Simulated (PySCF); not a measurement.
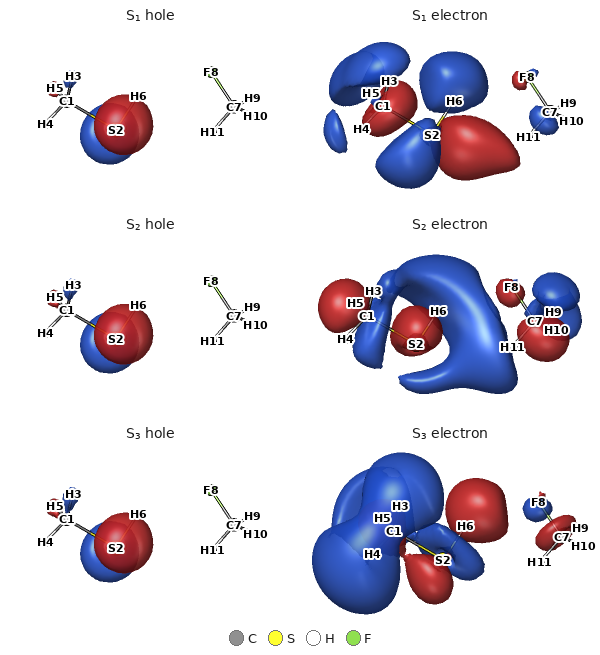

C$_{2}$H$_{7}$FS, SMILES `CS.CF`. Leading natural transition orbitals (TDA singlet states).

Method: B3LYP/def2-SVP; geometry: GFN2-xTB; program: PySCF. The pair's geometry is semi-empirical, so its contact may be too short or too long. GFN2-xTB bond lengths at metals and heavier atoms can be off by up to 0.1 Å and shapes distorted, which carries into these values. Without diffuse functions Rydberg states are missing, so the states' numbers hold for this basis only.

Input script:

```python
import numpy as np
from pyscf import gto, scf, dft, tdscf
from pyscf.scf import atom_ks, atom_hf
from scipy.linalg import block_diag

def solve(mol, dm0=None, hcore=None):
    mf = (dft.UKS if mol.spin else dft.RKS)(mol, xc='b3lyp')
    mf.grids.level = 3
    mf = mf.density_fit(auxbasis='def2-universal-jkfit')
    mf.conv_tol, mf.max_cycle = 1e-8, 80
    if hcore is not None:
        mf.get_hcore = lambda *args: hcore
    mf.kernel(dm0)
    if not mf.converged:
        mf = mf.newton().run(mf.mo_coeff, mf.mo_occ, max_cycle=30)
    assert mf.converged, 'SCF not converged'
    return mf

mol = gto.M(atom='''
C     -2.58411     0.54349     0.17531
S     -1.15877    -0.54769    -0.12035
H     -2.35848     1.22295     0.99132
H     -3.41504    -0.10010     0.44557
H     -2.81753     1.09166    -0.73230
H     -0.29309     0.42168    -0.40173
C      2.61978    -0.40122     0.19125
F      2.10842     0.81919    -0.15611
H      3.13240    -0.28971     1.14672
H      3.31447    -0.70811    -0.59051
H      1.78782    -1.10168     0.27219
''', basis='def2-svp', charge=0, spin=0, verbose=4)
mf = solve(mol)
td = mf.TDA()
td.nstates, td.singlet, td.conv_tol = 5, True, 1e-5
td.kernel()
td.analyze()
x, y = np.array([p[0] for p in td.xy]), np.array([p[1] + 0 * p[0] for p in td.xy])
f, mu = td.oscillator_strength(), td.transition_dipole()
nto = [td.get_nto(state=i + 1, verbose=4) for i in range(len(td.e))]
# spherically averaged free atoms, for the promolecule
atm = atom_ks.get_atm_nrks(mol, xc='b3lyp')
pro = block_diag(*[(atm[a[0]][2] * atm[a[0]][3]) @ atm[a[0]][2].T for a in mol._atom])
np.savez('result.npz', e=td.e, f=f, ok=td.converged, w=[n[0] for n in nto], nto=[n[1] for n in nto], x=x, y=y, c=mf.mo_coeff, occ=mf.mo_occ, eps=mf.mo_energy, pro=pro, mu=mu)
```

Launched as:

```sh
OMP_NUM_THREADS=1 python input.py
```

The run took 2.1 min on 1 thread of Arm Neoverse V2 (shared host), peak memory 0.54 GiB.

Describe these excited states.

By state:
- S₁: 5.78 eV (215 nm), f = 0.001 (very weak); the leading pair carries 100 %; hole on S2 (84 %) and C1 (6 %), electron on S2 (45 %), C1 (16 %) and H6 (13 %); their centroids lie 0.4 Å apart.
- S₂: 6.85 eV (181 nm), f = 0.007; the leading pair carries 100 %; hole on S2 (84 %) and C1 (6 %), electron on S2 (25 %), H6 (18 %) and C7 (13 %); their centroids lie 1.5 Å apart.
- S₃: 7.76 eV (160 nm), f = 0.001 (very weak); the leading pair carries 100 %; hole on S2 (83 %) and C1 (6 %), electron on H4 (23 %), C1 (17 %) and S2 (13 %); their centroids lie 1.2 Å apart.
